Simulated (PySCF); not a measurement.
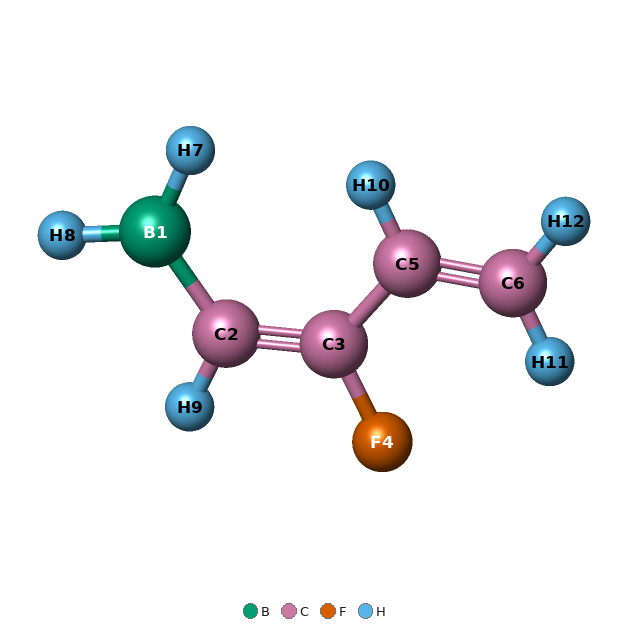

The computed structure is the end point of a GFN2-xTB optimisation. No frequency run is at hand to confirm it as a minimum. Method: B3LYP/pcJ-1 indirect spin-spin coupling, non-relativistic, gas phase (PySCF 2.14.0). Isotopes: 11B, 13C, 19F, 1H.

Give the spin–spin coupling constants of these pairs, with the number of bonds between them: B1/C2, B1/H8, B1/H7, C3/F4, B1/C3, B1/H9, C2/F4, F4/C5, B1/C5, B1/F4, F4/C6, F4/H10, F4/H9.

```json
{"pair": "B1, C2", "bonds apart": "1", "J (Hz)": "65.5"}
{"pair": "B1, H8", "bonds apart": "1", "J (Hz)": "133.8"}
{"pair": "B1, H7", "bonds apart": "1", "J (Hz)": "127.4"}
{"pair": "C3, F4", "bonds apart": "1", "J (Hz)": "−355.6"}
{"pair": "B1, C3", "bonds apart": "2", "J (Hz)": "7.2"}
{"pair": "B1, H9", "bonds apart": "2", "J (Hz)": "−1.6"}
{"pair": "C2, F4", "bonds apart": "2", "J (Hz)": "2.2"}
{"pair": "F4, C5", "bonds apart": "2", "J (Hz)": "22.3"}
{"pair": "B1, C5", "bonds apart": "3", "J (Hz)": "2.7"}
{"pair": "B1, F4", "bonds apart": "3", "J (Hz)": "31.5"}
{"pair": "F4, C6", "bonds apart": "3", "J (Hz)": "5.3"}
{"pair": "F4, H10", "bonds apart": "3", "J (Hz)": "24.6"}
{"pair": "F4, H9", "bonds apart": "3", "J (Hz)": "30.8"}
```

Density functionals are unreliable for couplings to fluorine, so those rows may be far off.

The geometry is semi-empirical. Around B such bond lengths and angles can be off by a tenth of an ångström or more and by several degrees, and values that hang on the shape move with them.
